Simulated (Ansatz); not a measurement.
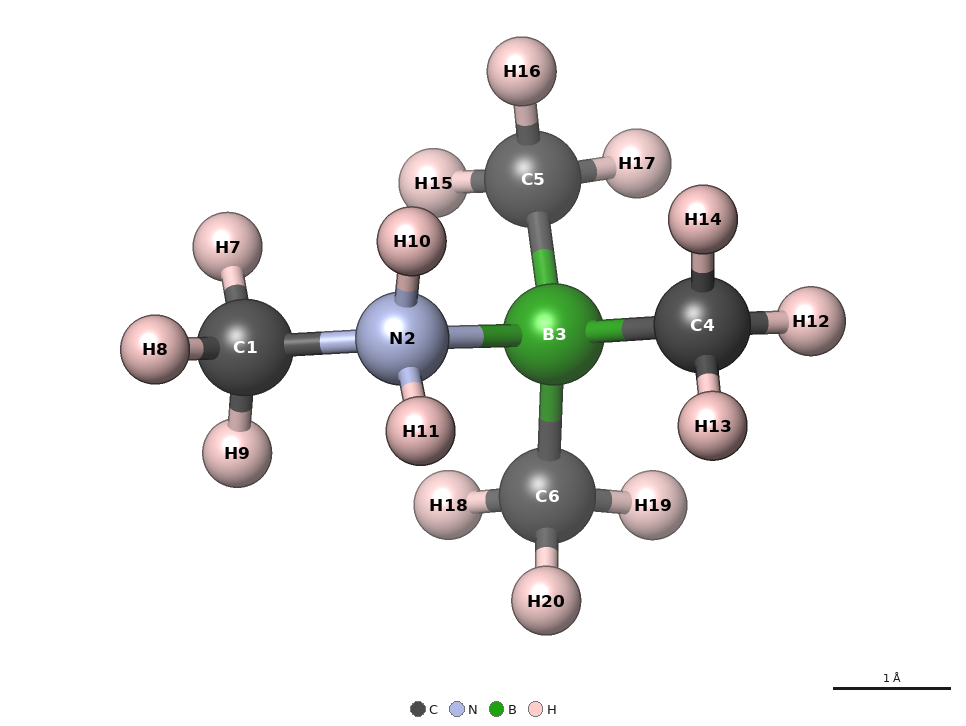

Orthographic view. Atoms fade into the background with distance from the viewer. The computed structure is the end point of a PBE0-D4/def2-TZVP optimisation. No frequency run is at hand to confirm it as a minimum.

Write a MOL file (V2000) with the atoms in numerical order, bonds sorted by atom number with the orders drawn, and coordinates in the frame of the picture: x right, y up, z towards the viewer, origin at the mean position.

```
C4H14BN
                    3D

 20 19  0  0  0  0  0  0  0  0999 V2000
   -2.1400   -0.0900    0.3700 C   0  0  0  0  0  0  0  0  0  0  0  0
   -0.7900   -0.0100    0.9500 N   0  0  0  0  0  0  0  0  0  0  0  0
    0.5000    0.0200   -0.1100 B   0  0  0  0  0  0  0  0  0  0  0  0
    1.7700    0.1000    0.8900 C   0  0  0  0  0  0  0  0  0  0  0  0
    0.3200    1.3500   -1.0100 C   0  0  0  0  0  0  0  0  0  0  0  0
    0.4500   -1.3600   -0.9400 C   0  0  0  0  0  0  0  0  0  0  0  0
   -2.2900    0.7700   -0.2800 H   0  0  0  0  0  0  0  0  0  0  0  0
   -2.9100   -0.1100    1.1400 H   0  0  0  0  0  0  0  0  0  0  0  0
   -2.2100   -0.9900   -0.2400 H   0  0  0  0  0  0  0  0  0  0  0  0
   -0.7100    0.8200    1.5300 H   0  0  0  0  0  0  0  0  0  0  0  0
   -0.6400   -0.8100    1.5700 H   0  0  0  0  0  0  0  0  0  0  0  0
    2.7000    0.1300    0.3200 H   0  0  0  0  0  0  0  0  0  0  0  0
    1.8600   -0.7600    1.5600 H   0  0  0  0  0  0  0  0  0  0  0  0
    1.7800    1.0000    1.5200 H   0  0  0  0  0  0  0  0  0  0  0  0
   -0.5300    1.3200   -1.7000 H   0  0  0  0  0  0  0  0  0  0  0  0
    0.2300    2.2700   -0.4200 H   0  0  0  0  0  0  0  0  0  0  0  0
    1.2100    1.4800   -1.6300 H   0  0  0  0  0  0  0  0  0  0  0  0
   -0.4000   -1.4400   -1.6400 H   0  0  0  0  0  0  0  0  0  0  0  0
    1.3500   -1.4400   -1.5600 H   0  0  0  0  0  0  0  0  0  0  0  0
    0.4400   -2.2600   -0.3100 H   0  0  0  0  0  0  0  0  0  0  0  0
  1  2  1  0
  1  7  1  0
  1  8  1  0
  1  9  1  0
  2  3  1  0
  2 10  1  0
  2 11  1  0
  3  4  1  0
  3  5  1  0
  3  6  1  0
  4 12  1  0
  4 13  1  0
  4 14  1  0
  5 15  1  0
  5 16  1  0
  5 17  1  0
  6 18  1  0
  6 19  1  0
  6 20  1  0
M  CHG  2   2   1   3  -1
M  END
```
